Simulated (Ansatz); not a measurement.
**A family of molecules: the dipole moment**

One atom is swapped for its congeners: CBr2ClF (dibromochlorofluoromethane) `FC(Cl)(Br)Br`; CBr2Cl2 (dibromodichloromethane) `ClC(Cl)(Br)Br`; CBr3Cl (tribromochloromethane) `ClC(Br)(Br)Br`. All are singlets with charge 0.

Shapes, held fixed at every level: PBE0-D4/def2-TZVP. Programs: Ansatz 0.2.0. Values in D.

```json
{"level": "PBE-D4/def2-TZVPP", "CBr2ClF": "0.30", "CBr2Cl2": "0.05", "CBr3Cl": "0.03"}
{"level": "r2SCAN-D4/def2-TZVPP", "CBr2ClF": "0.31", "CBr2Cl2": "0.05", "CBr3Cl": "0.03"}
{"level": "B3LYP-D4/def2-TZVPP", "CBr2ClF": "0.41", "CBr2Cl2": "0.00", "CBr3Cl": "0.01"}
{"level": "wB97M-V/def2-TZVPP", "CBr2ClF": "0.42", "CBr2Cl2": "0.03", "CBr3Cl": "0.04"}
```

At wB97M-V/def2-TZVPP the dipole moment isn't monotonic: it is largest for F and smallest for Cl (0.42 and 0.03 D). 1 of 4 levels show this order throughout; 2 agree on the largest and the smallest. Relativity is left out for Br unless named. Magnitudes only: a dipole under 1 D may point either way.

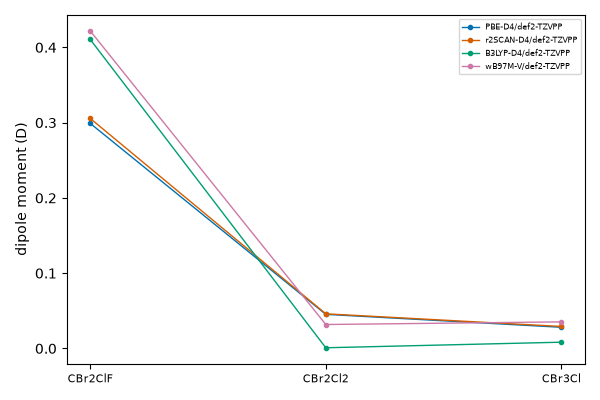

The trend along the series, level by level.
